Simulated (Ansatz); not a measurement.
**BN (triplet): PBE-QIDH, RPA-PBE over vertical spin and charge gaps, cc-pVTZ**

How well do these functionals follow the top wave-function level for BN (triplet) over vertical spin and charge gaps?

Program: Ansatz 0.2.0, Gaussian basis. Level of theory: cc-pVTZ, all electrons in the functionals, frozen cores in the correlation of double hybrids and RPA. These are calculated values, not measurements.

To be run: PBE-QIDH, RPA-PBE, at charge 0, triplet; charge 0, singlet; charge 0, quintet; charge 1, doublet; charge 1, quartet (not every functional at every point).

15 further runs of the same task are left out: 5 that didn't finish, 10 set aside as unsound or not needed. Runs told in other sessions of the task aren't counted.

**1. What is computed**

The geometry is a PBE0/def2-TZVP stationary point (not a proven minimum).

2 atoms, charge 0, spin multiplicity 3.

Atoms are counted from 1 here; the program's logs count them from 0.

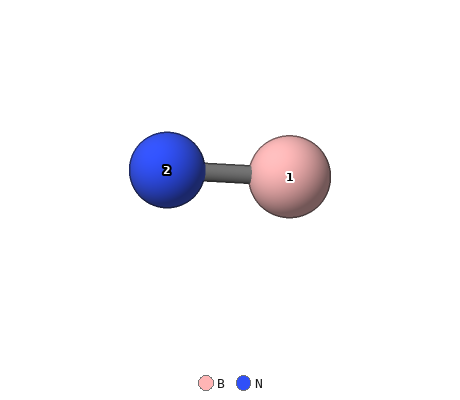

The geometry (boron pink, nitrogen blue); atoms are numbered from 1 in the order of the file.

No dispersion term is added.

The geometry shown and the zero of energy belong to the point charge 0, triplet. The yardstick, UCCSDT(Q), and other wave-function levels (R restricted, U unrestricted, valence and pair active spaces) come from earlier runs.

**2. PBE-QIDH, charge 0, triplet**

Input file in.yaml:

```yaml
crystal:
  periodic: [false, false, false]
  atoms:
    - {symbol: B, position_ang: [0.000000, 0.000000, 0.000000]}
    - {symbol: N, position_ang: [0.000000, 0.000000, 1.315453]}
basis:
  gaussian: {orbitals: cc-pVTZ}
magnetization: {spin_polarized: true, initial_magnetization: 2}
hamiltonian: {xc: {name: PBE-QIDH}}
correlation: {electrons: outside_noble_gas}
```

Launch:

```console
> ansatz run in.yaml --threads 1 --pin off --events-out ev --progress --plain --max-ram 2393MiB
```

Output:

```text
Functional definition: PBE-QIDH
  name "PBE-QIDH"
  cite "Brémond, Sancho-García, Pérez-Jiménez & Adamo, J. Chem. Phys. 141, 031101 (2014) doi:10.1063/1.4890314"
  cite "Perdew, Burke & Ernzerhof, Phys. Rev. Lett. 77, 3865 (1996) doi:10.1103/PhysRevLett.77.3865"
  parameter a = 3^(-1/3)
  parameter c = 1/3
  exchange = (1 - a)*pbe_x + a*exact_x
  correlation = (1 - c)*pbe_c + c*(mp2_os + mp2_ss)
366 factors; integrals over basis functions are off by at most 9.3e-4 eV
mean field evaluation 1: about -2153.8738 eV, gradient 2.0e1 eV
mean field evaluation 2: about -2153.8758 eV, gradient 2.0e1 eV
mean field evaluation 4: about -2155.8241 eV, gradient 2.6e0 eV
mean field evaluation 8: about -2156.0065 eV, gradient 3.9e-1 eV
mean field evaluation 16: about -2156.0165 eV, gradient 5.4e-3 eV
mean field -2156.01651478 eV, -79.2321455176 hartree, gradient 3.4e-6 eV, S^2 2.013265; 2 other end points of the search recorded, 0 dependent functions left out
2 core orbitals not correlated: weight in the atoms' cores, before any rotation towards them, 1.000 or more for the frozen orbitals, at most 0.000 for the correlated occupied ones
reference -2156.01652295 eV, -79.2321458181 hartree; 5, 3 occupied and 53, 55 virtual orbitals, 366 factors
second order -6.98477634 eV of doubles, -0.00000000 eV of singles
Total energy: -2158.34478173 eV, -79.3177077501 hartree
```

Run time: 0.88 s. Hardware: 1 thread of AMD EPYC 7B13, shared host.

From the report: ⟨S²⟩ of the determinant 2.013 (pure triplet: 2.00).

**3. PBE-QIDH, charge 0, quintet**

in.yaml, as its differences from that of step 2:

```diff
@@ -7,3 +7,3 @@
   gaussian: {orbitals: cc-pVTZ}
-magnetization: {spin_polarized: true, initial_magnetization: 2}
+magnetization: {spin_polarized: true, initial_magnetization: 4}
 hamiltonian: {xc: {name: PBE-QIDH}}
```

The command is unchanged.

Output, cut to the lines that bear on the results:

```text
Functional definition: PBE-QIDH
  name "PBE-QIDH"
  cite "Brémond, Sancho-García, Pérez-Jiménez & Adamo, J. Chem. Phys. 141, 031101 (2014) doi:10.1063/1.4890314"
  cite "Perdew, Burke & Ernzerhof, Phys. Rev. Lett. 77, 3865 (1996) doi:10.1103/PhysRevLett.77.3865"
[...]
366 factors; integrals over basis functions are off by at most 9.3e-4 eV
[...]
mean field -2152.19132170 eV, -79.0915722648 hartree, gradient 4.0e-6 eV, S^2 6.006243; 2 other end points of the search recorded, 0 dependent functions left out
2 core orbitals not correlated: weight in the atoms' cores, before any rotation towards them, 1.000 or more for the frozen orbitals, at most 0.000 for the correlated occupied ones
reference -2152.19133062 eV, -79.0915725927 hartree; 6, 2 occupied and 52, 56 virtual orbitals, 366 factors
second order -4.80698968 eV of doubles, -0.00000000 eV of singles
Total energy: -2153.79366052 eV, -79.1504571302 hartree
```

Wall time 0.84 s (1 thread of AMD EPYC 7B13, shared host).

From the report: ⟨S²⟩ of the determinant 6.006 (pure quintet: 6.00).

From charge 0, triplet: +105.0 kcal/mol.

**4. RPA-PBE, charge 0, triplet**

Input file in.yaml:

```yaml
crystal:
  periodic: [false, false, false]
  atoms:
    - {symbol: B, position_ang: [0.000000, 0.000000, 0.000000]}
    - {symbol: N, position_ang: [0.000000, 0.000000, 1.315453]}
basis:
  gaussian: {orbitals: cc-pVTZ}
magnetization: {spin_polarized: true, initial_magnetization: 2}
hamiltonian: {xc: {name: PBE}}
correlation: {method: rpa, electrons: outside_noble_gas}
```

The command is unchanged.

Output, cut to the lines that bear on the results:

```text
Functional definition: PBE
  name "PBE"
  cite "Perdew, Burke & Ernzerhof, Phys. Rev. Lett. 77, 3865 (1996) doi:10.1103/PhysRevLett.77.3865"
  parent pbe
[...]
366 factors; integrals over basis functions are off by at most 9.3e-4 eV
[...]
mean field -2158.79005715 eV, -79.3340713197 hartree, gradient 1.2e-6 eV, S^2 2.003650; 8 other end points of the search recorded, 0 dependent functions left out
2 core orbitals not correlated: weight in the atoms' cores, before any rotation towards them, 1.000 or more for the frozen orbitals, at most 0.000 for the correlated occupied ones
reference -2149.54596786 eV, -78.9943573044 hartree; 5, 3 occupied and 53, 55 virtual orbitals, 366 factors
Total energy: -2160.45910954 eV, -79.3954078638 hartree
```

It took 2 s on 1 thread of AMD EPYC 7B13, shared host.

From the report: ⟨S²⟩ of the determinant 2.004 (pure triplet: 2.00).

**5. RPA-PBE, charge 0, singlet**

in.yaml, as its differences from that of step 4:

```diff
@@ -7,3 +7,3 @@
   gaussian: {orbitals: cc-pVTZ}
-magnetization: {spin_polarized: true, initial_magnetization: 2}
+magnetization: {spin_polarized: true, initial_magnetization: 0}
 hamiltonian: {xc: {name: PBE}}
```

Same command.

Output, cut to the lines that bear on the results:

```text
Functional definition: PBE
  name "PBE"
  cite "Perdew, Burke & Ernzerhof, Phys. Rev. Lett. 77, 3865 (1996) doi:10.1103/PhysRevLett.77.3865"
  parent pbe
[...]
366 factors; integrals over basis functions are off by at most 9.3e-4 eV
[...]
mean field -2158.63863805 eV, -79.3285067704 hartree, gradient 2.8e-6 eV, S^2 0.881008; 22 other end points of the search recorded, 0 dependent functions left out
2 core orbitals not correlated: weight in the atoms' cores, before any rotation towards them, 1.000 or more for the frozen orbitals, at most 0.000 for the correlated occupied ones
reference -2148.69816001 eV, -78.9632009405 hartree; 4, 4 occupied and 54, 54 virtual orbitals, 366 factors
Total energy: -2160.30816696 eV, -79.3898608263 hartree
```

Wall time 8 s (1 thread of AMD EPYC 7B13, shared host).

From the report: ⟨S²⟩ of the determinant 0.881 (pure singlet: 0.00). The determinant of RPA-PBE (⟨S²⟩ 0.88) is far from a pure spin state, so its energy mixes those of several spin states; that is harmless only where they are near-degenerate.

From charge 0, triplet: +3.5 kcal/mol.

**6. RPA-PBE, charge 0, quintet**

in.yaml, as its differences from that of step 5:

```diff
@@ -7,3 +7,3 @@
   gaussian: {orbitals: cc-pVTZ}
-magnetization: {spin_polarized: true, initial_magnetization: 0}
+magnetization: {spin_polarized: true, initial_magnetization: 4}
 hamiltonian: {xc: {name: PBE}}
```

The command is unchanged.

Output, cut to the lines that bear on the results:

```text
Functional definition: PBE
  name "PBE"
  cite "Perdew, Burke & Ernzerhof, Phys. Rev. Lett. 77, 3865 (1996) doi:10.1103/PhysRevLett.77.3865"
  parent pbe
[...]
366 factors; integrals over basis functions are off by at most 9.3e-4 eV
[...]
mean field -2153.81217152 eV, -79.1511373972 hartree, gradient 2.5e-6 eV, S^2 6.003314; 11 other end points of the search recorded, 0 dependent functions left out
2 core orbitals not correlated: weight in the atoms' cores, before any rotation towards them, 1.000 or more for the frozen orbitals, at most 0.000 for the correlated occupied ones
reference -2146.71012733 eV, -78.8901420868 hartree; 6, 2 occupied and 52, 56 virtual orbitals, 366 factors
Total energy: -2155.64069668 eV, -79.2183344573 hartree
```

Run time: 3 s. Hardware: 1 thread of AMD EPYC 7B13, shared host.

From the report: ⟨S²⟩ of the determinant 6.003 (pure quintet: 6.00).

From charge 0, triplet: +111.1 kcal/mol.

**7. RPA-PBE, charge 1, doublet**

in.yaml, as its differences from that of step 6:

```diff
@@ -7,3 +7,4 @@
   gaussian: {orbitals: cc-pVTZ}
-magnetization: {spin_polarized: true, initial_magnetization: 4}
+total_charge: 1
+magnetization: {spin_polarized: true, initial_magnetization: 1}
 hamiltonian: {xc: {name: PBE}}
```

Same command.

Output, cut to the lines that bear on the results:

```text
Functional definition: PBE
  name "PBE"
  cite "Perdew, Burke & Ernzerhof, Phys. Rev. Lett. 77, 3865 (1996) doi:10.1103/PhysRevLett.77.3865"
  parent pbe
[...]
366 factors; integrals over basis functions are off by at most 9.3e-4 eV
[...]
mean field -2146.85116188 eV, -78.8953250111 hartree, gradient 2.3e-6 eV, S^2 1.312104; 18 other end points of the search recorded, 0 dependent functions left out
2 core orbitals not correlated: weight in the atoms' cores, before any rotation towards them, 1.000 or more for the frozen orbitals, at most 0.000 for the correlated occupied ones
reference -2137.87754174 eV, -78.5655505536 hartree; 4, 3 occupied and 54, 55 virtual orbitals, 366 factors
Total energy: -2148.47359665 eV, -78.9549483890 hartree
```

It took 4.7 s on 1 thread of AMD EPYC 7B13, shared host.

From the report: ⟨S²⟩ of the determinant 1.312 (pure doublet: 0.75). The determinant of RPA-PBE (⟨S²⟩ 1.31) is far from a pure spin state, so its energy mixes those of several spin states; that is harmless only where they are near-degenerate.

From charge 0, triplet: +276.4 kcal/mol.

**8. RPA-PBE, charge 1, quartet**

in.yaml, as its differences from that of step 7:

```diff
@@ -8,3 +8,3 @@
 total_charge: 1
-magnetization: {spin_polarized: true, initial_magnetization: 1}
+magnetization: {spin_polarized: true, initial_magnetization: 3}
 hamiltonian: {xc: {name: PBE}}
```

The command is unchanged.

Output, cut to the lines that bear on the results:

```text
Functional definition: PBE
  name "PBE"
  cite "Perdew, Burke & Ernzerhof, Phys. Rev. Lett. 77, 3865 (1996) doi:10.1103/PhysRevLett.77.3865"
  parent pbe
[...]
366 factors; integrals over basis functions are off by at most 9.3e-4 eV
[...]
mean field -2147.01606477 eV, -78.9013850805 hartree, gradient 5.5e-6 eV, S^2 3.752188; 5 other end points of the search recorded, 0 dependent functions left out
2 core orbitals not correlated: weight in the atoms' cores, before any rotation towards them, 1.000 or more for the frozen orbitals, at most 0.000 for the correlated occupied ones
reference -2140.01827342 eV, -78.6442209916 hartree; 5, 2 occupied and 53, 56 virtual orbitals, 366 factors
Total energy: -2148.68293346 eV, -78.9626413750 hartree
```

It took 1.7 s on 1 thread of AMD EPYC 7B13, shared host.

From the report: ⟨S²⟩ of the determinant 3.752 (pure quartet: 3.75).

From charge 0, triplet: +271.6 kcal/mol.

**9. The comparison**

The yardstick is UCCSDT(Q), where the cluster series has nearly closed. It comes from earlier runs at the same points. Energies in kcal/mol, counted from charge 0, triplet; blanks weren't run or aren't comparable.

| level | triplet to singlet | triplet to quintet | ionisation to the doublet cation | ionisation to the quartet cation |
| --- | --- | --- | --- | --- |
| UCCSDT(Q) |  | 112.1 |  | 267.0 |
| PBE-QIDH |  | 105.0 |  |  |
| RPA-PBE | 3.5 | 111.1 | 276.4 | 271.6 |

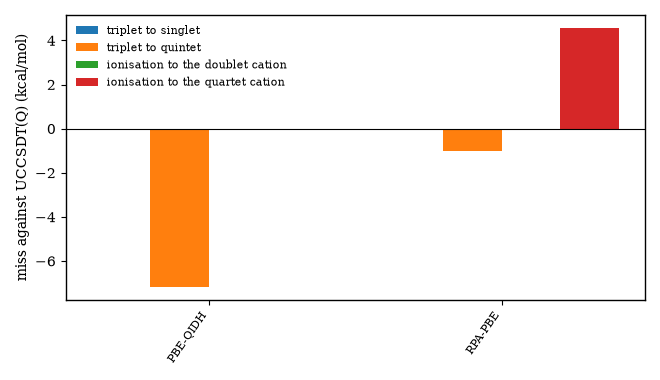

Misses of the gaps against UCCSDT(Q).

Largest miss and mean time a point (UCCSDT(Q) took 45 s a point; shared hosts):

| level | largest miss (kcal/mol) | where | time a point |
| --- | --- | --- | --- |
| PBE-QIDH | -7.2 | triplet to quintet | 0.86 s |
| RPA-PBE | +4.6 | ionisation to the quartet cation | 3.9 s |

**10. Results**

```
                                   quantity                                             value
              triplet to quintet, UCCSDT(Q)                                    112.1 kcal/mol
ionisation to the quartet cation, UCCSDT(Q)                                    267.0 kcal/mol
                     largest miss, PBE-QIDH                -7.2 kcal/mol (triplet to quintet)
                      largest miss, RPA-PBE  +4.6 kcal/mol (ionisation to the quartet cation)
```

What this shows: Misses are known at 2 of 4 points at best, and only functionals with that many are ranked. RPA-PBE strays by up to 4.6 kcal/mol, at ionisation to the quartet cation. RPA-PBE clearly breaks the spin symmetry at some points (⟨S²⟩ up to 0.88 above the pure value), so energy there is bought with a mixed spin. Functionals and the yardstick converge differently with the basis, so part of each miss in cc-pVTZ is the basis.
